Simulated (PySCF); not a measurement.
# NMR shielding calculation, with input and output: C3H10F2OSi3

C3H10F2OSi3, computed with GIAO PBE0/pcSseg-1 NMR shielding, non-relativistic, gas phase (PySCF 2.14.0).

The geometry comes from this level: GFN2-xTB. It belongs to a series of runs on one base structure; here: H on C replaced by CH2OH. Figures and captions count atoms from 1; the log counts them from 0 in places.

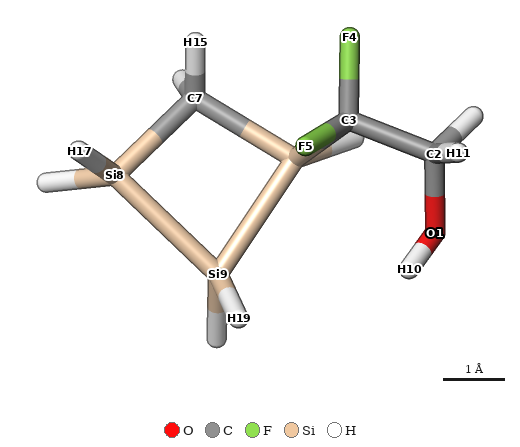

**Figure 1.** The structure as given in the input (stick view, seen at a tilt; atoms are numbered from 1 in the order of the input).

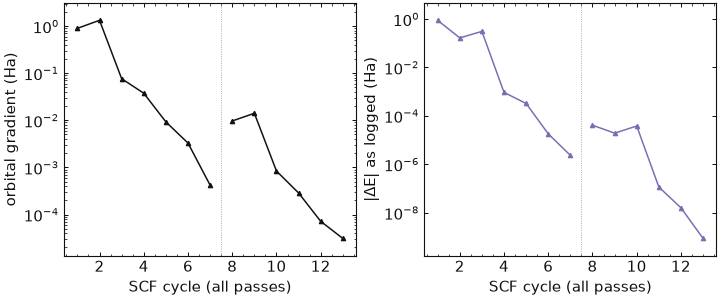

**Figure 2.** Convergence of the self-consistent field: orbital gradient and size of the energy change against the SCF cycle. The dotted line marks the change from a coarse to the final integration grid. The first 7 cycles use a coarse grid, the final grid takes over at cycle 8, and the field converges after 13 cycles in all.

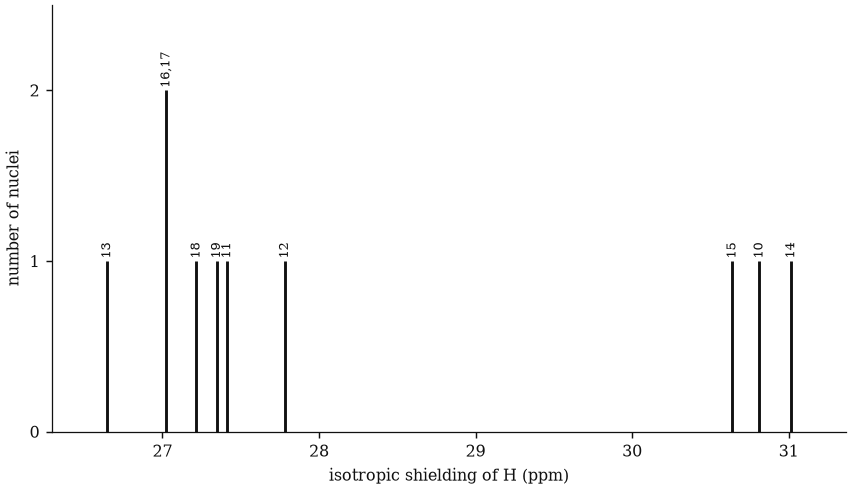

**Figure 3.** Isotropic shieldings of the hydrogen nuclei in this fixed geometry, labelled by atom number; shielding grows to the right, so chemical shift grows to the left. The least shielded is H13 (26.6 ppm), the most shielded H14 (31.0 ppm).

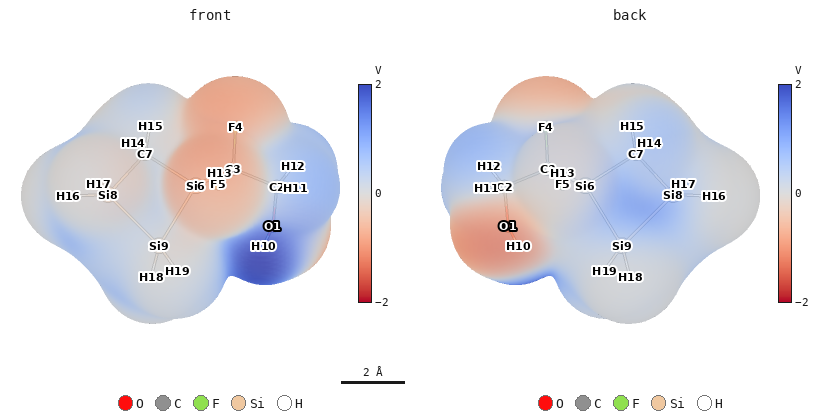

**Figure 4.** The electrostatic potential painted on the density surface at 0.001 e/bohr³, seen face on and from behind; red is negative and blue positive.

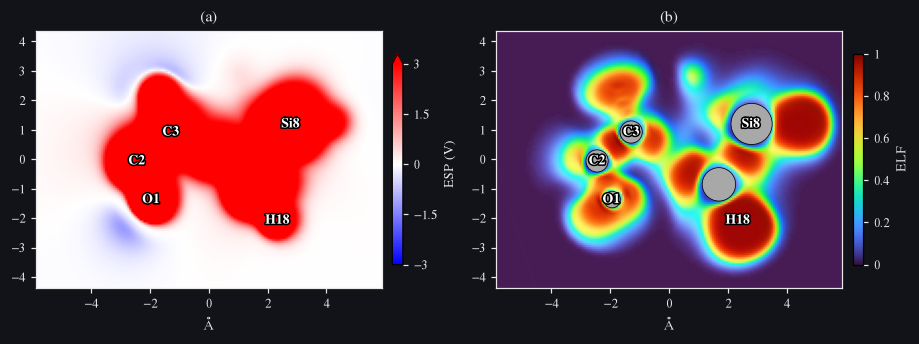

**Figure 5.** (a) electrostatic potential; (b) electron localisation function on the plane of atoms O1, C2 and C3. Grey discs, where drawn, cover atomic cores. Atoms in the plane: O, C, Si and H. C–O (1.41 Å): the ELF peaks at about 0.90 between the atoms (a shared but strongly polarised pair). C–C (1.52 Å): the ELF peaks at about 0.95 between the atoms (a shared electron pair).

The input that produced these results follows, with the program's output.

### Input file
```
{"job": {"kind": "nmr", "xc": "PBE0", "basis": "pcSseg-1"}, "charge": 0, "multiplicity": 1}
O      2.541967    -0.774884     0.748455
C      2.636405     0.169759    -0.290071
C      1.244422     0.664968    -0.639763
F      1.245175     1.238314    -1.881363
F      0.908894     1.702657     0.213466
Si    -0.044389    -0.778526    -0.440433
C     -1.689700    -0.098942    -1.186279
Si    -2.716938     0.364994     0.384847
Si    -1.025577    -0.631638     1.680794
H      2.333533    -0.313337     1.568526
H      3.307467     0.997598    -0.031564
H      3.037673    -0.356351    -1.158148
H      0.563068    -1.858202    -1.227283
H     -2.195620    -0.863543    -1.773734
H     -1.545853     0.740968    -1.863447
H     -4.058849    -0.234294     0.344426
H     -2.926363     1.811723     0.495541
H     -1.309721    -1.915423     2.336570
H     -0.315399     0.143411     2.712000
```

The first line tells a small driver script what to run in PySCF; the rest is the geometry in Å.

Run as:
```bash
OMP_NUM_THREADS=1 python <driver script> task.json out
```

### Log
```
coarse grid: 17592 points
cycle   1  E = -1262.6462221369  dE =  8.808e-01  |g| = 8.955e-01  |ddm| = 3.935e+00
cycle   2  E = -1262.4815011096  dE =  1.647e-01  |g| = 1.327e+00  |ddm| = 1.496e+00
cycle   3  E = -1262.7887212790  dE = -3.072e-01  |g| = 7.643e-02  |ddm| = 9.616e-01
cycle   4  E = -1262.7896471206  dE = -9.258e-04  |g| = 3.759e-02  |ddm| = 9.622e-02
cycle   5  E = -1262.7899690669  dE = -3.219e-04  |g| = 9.256e-03  |ddm| = 4.311e-02
cycle   6  E = -1262.7899869857  dE = -1.792e-05  |g| = 3.284e-03  |ddm| = 1.290e-02
cycle   7  E = -1262.7899893061  dE = -2.320e-06  |g| = 4.198e-04  |ddm| = 3.504e-03
final grid: 157544 points
cycle   8  E = -1262.8639616489  dE = -4.081e-05  |g| = 9.677e-03  |ddm| = 2.876e-02
cycle   9  E = -1262.8639425416  dE =  1.911e-05  |g| = 1.409e-02  |ddm| = 1.753e-02
cycle  10  E = -1262.8639802503  dE = -3.771e-05  |g| = 8.374e-04  |ddm| = 1.021e-02
cycle  11  E = -1262.8639803639  dE = -1.136e-07  |g| = 2.865e-04  |ddm| = 8.472e-04
cycle  12  E = -1262.8639803796  dE = -1.571e-08  |g| = 7.160e-05  |ddm| = 2.862e-04
cycle  13  E = -1262.8639803805  dE = -8.549e-10  |g| = 3.106e-05  |ddm| = 8.951e-05
converged SCF energy = -1262.8639803805

GIAO shielding tensors (ppm)
atom      isotropic    diamagn.    paramagn.     s11        s22        s33       span
  0 O      300.308     391.899     -91.591    267.908    308.646    324.372     56.463
  1 C      114.142     246.372    -132.230     91.310    111.629    139.486     48.176
  2 C       47.142     248.249    -201.107     32.229     52.751     56.446     24.218
  3 F      304.554     474.564    -170.010    192.737    317.743    403.183    210.446
  4 F      302.386     478.805    -176.419    198.119    334.073    374.968    176.849
  5 Si     369.728     881.205    -511.477    332.093    355.521    421.571     89.478
  6 C      190.036     259.023     -68.987    169.160    196.145    204.802     35.642
  7 Si     409.104     880.032    -470.928    376.832    379.621    470.859     94.027
  8 Si     420.548     881.370    -460.821    341.660    413.933    506.052    164.392
  9 H       30.812      32.735      -1.923     24.094     27.163     41.179     17.085
 10 H       27.411      27.946      -0.535     23.414     26.977     31.844      8.430
 11 H       27.780      28.594      -0.814     23.993     27.543     31.805      7.812
 12 H       26.645      30.628      -3.983     22.916     25.656     31.364      8.448
 13 H       31.014      31.175      -0.160     26.120     28.397     38.526     12.406
 14 H       30.639      32.535      -1.896     25.699     28.542     37.677     11.978
 15 H       27.021      28.773      -1.753     23.542     24.656     32.864      9.322
 16 H       27.025      29.172      -2.146     24.084     25.003     31.990      7.906
 17 H       27.216      29.607      -2.391     24.266     25.024     32.357      8.091
 18 H       27.346      30.195      -2.849     23.831     26.111     32.096      8.265
```

### Summary

| quantity | value |
| --- | --- |
| outcome | converged |
| total energy | −1262.863980 hartree |
| HOMO | −7.56 eV |
| LUMO | −0.96 eV |
| dipole moment | 0.98 D |
| isotropic shielding, O | 300.3 ppm |
| isotropic shielding, C | 47.1 to 190.0 ppm |
| isotropic shielding, F | 302.4 to 304.6 ppm |
| isotropic shielding, Si | 369.7 to 420.5 ppm |
| isotropic shielding, H | 26.6 to 31.0 ppm |
| hardware | 1 CPU thread, shared host |
| wall time | 92 s |
| peak memory | 1.1 GiB |
